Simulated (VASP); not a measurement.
Band structure of NbC (rock salt). Calculation: PBE GGA with D3 dispersion (zero damping), VASP's PBE PAW potentials (set 64) (plane waves; VASP).

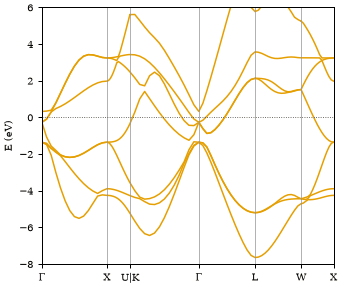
Bands along high-symmetry lines, zero at the valence-band maximum or, without a gap, the Fermi level

Read the plot: is there a gap, and where are the band edges?

It has no gap at this level: it comes out as a metal or semimetal. (Edges off the drawn lines would not show.)

The compound is NbC in the rock salt structure. It was relaxed first. The electron count is odd and the run is not spin-polarised, which forces a metal.
